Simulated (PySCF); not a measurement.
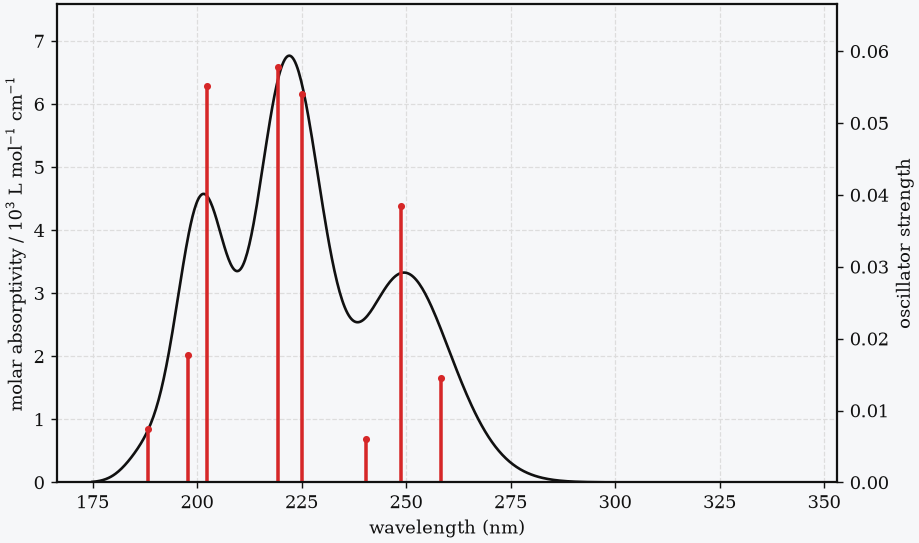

Vertical TDDFT excitations, ωB97X-D/def2-SVPD in PySCF 2.14.0, at a GFN2-xTB geometry (no frequency check), gas phase. The lowest 8 singlet states are shown; each is broadened by a Gaussian of 1/e half-width 0.25 eV. Sticks give oscillator strengths (right axis).

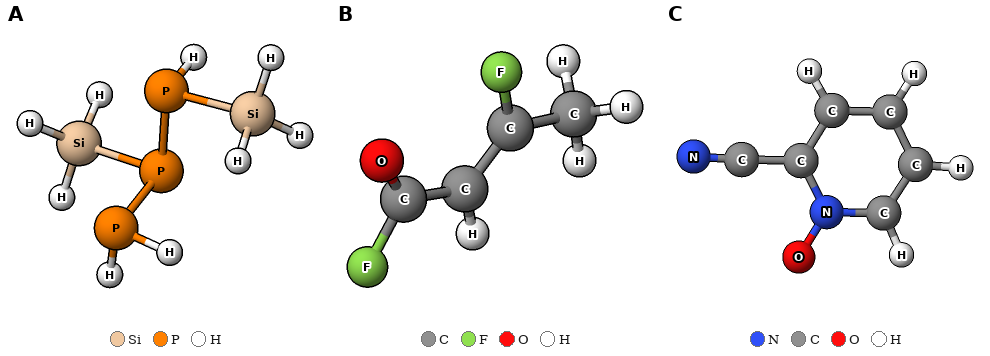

**Which molecule gives this spectrum? Choose among the lettered structures.**

Structure A, Si₂P₃H₉, SMILES [SiH3]PP([SiH3])P. Its lowest singlet lies at 4.80 eV (f = 0.015) and the brightest of those computed is S5 at 5.65 eV (219 nm), f = 0.058, mainly HOMO → LUMO+3 (66 %).

Note: the tight-binding geometry is rougher than a DFT one and adds to the error; one conformer of a flexible molecule; core orbitals are frozen in the response.
